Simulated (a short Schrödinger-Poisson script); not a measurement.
System: symmetric double-gate stack, SiO2 on p-type Si(100), at 300 K.

```tsv
layer	material	thickness (nm)	Na (cm⁻³)
1	SiO2	1	-
2	Si	4	5e17
3	SiO2	1	-
```

The device is made up for the run: typed textbook-type constants, with dimensions and the other settings drawn at random. SiO2: permittivity 3.9, conduction-band edge (eV) 3.15, gap (eV) 9, electron mass (mₑ) 0.5. Si: permittivity 11.7, conduction-band edge (eV) 0, gap (eV) 1.124, Nv at 300 K (cm⁻³) 3.1e19.

Channel valleys (confinement mass, in-plane density-of-states mass, number): Δ2 0.916, 0.19, 2; Δ4 0.19, 0.417, 4. At the gates, both at one voltage, the conduction-band edge of layer 1 lies 3.5 eV − eVg above the Fermi level of the channel. Gaps are held at their typed values at every temperature. Mesh 0.03 nm at interfaces.

Solved with a short Schrödinger-Poisson script written for these runs: 1D Poisson equation in equilibrium, electrons quantum, Hartree (BenDaniel-Duke, 12 states a valley, the channel's in-plane mass for all, wave functions free to enter the dielectric), parabolic valleys, classical holes, full ionisation, no traps, pinning or gate leakage.

Only gate voltages with over 1e8 electrons/cm² are shown.

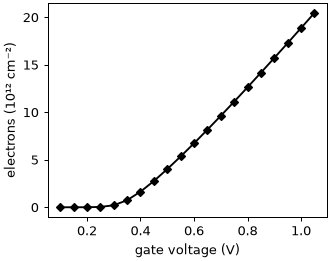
Fig. 1. Sheet density against gate voltage

```tsv
Vg (V)	electrons (cm⁻²)	C (μF/cm²)	Δ2 E0 (meV)	Δ2 E1 (meV)	Δ4 E0 (meV)	Δ4 E1 (meV)
0.1	1.21e8	< 0.003	279.6	350.1	341.5	601.1
0.2	5.74e9	0.0360	179.8	250.3	241.7	501.3
0.3	2.11e11	1.04	86.3	156.4	148.1	407.2
0.4	1.64e12	3.32	31.5	98.9	92.7	348.5
0.5	4.02e12	4.16	5.9	69.1	66.2	316.6
0.6	6.74e12	4.52	-9.7	48.9	49.7	294.3
0.7	9.63e12	4.74	-21.0	33.2	37.7	276.6
0.8	1.26e13	4.89	-29.9	20.1	28.3	261.6
0.9	1.57e13	5.00	-37.3	8.8	20.6	248.4
1	1.89e13	5.09	-43.7	-1.4	14.1	236.7
```

Subbands count from the Fermi level. The capacitance is that of both gates.
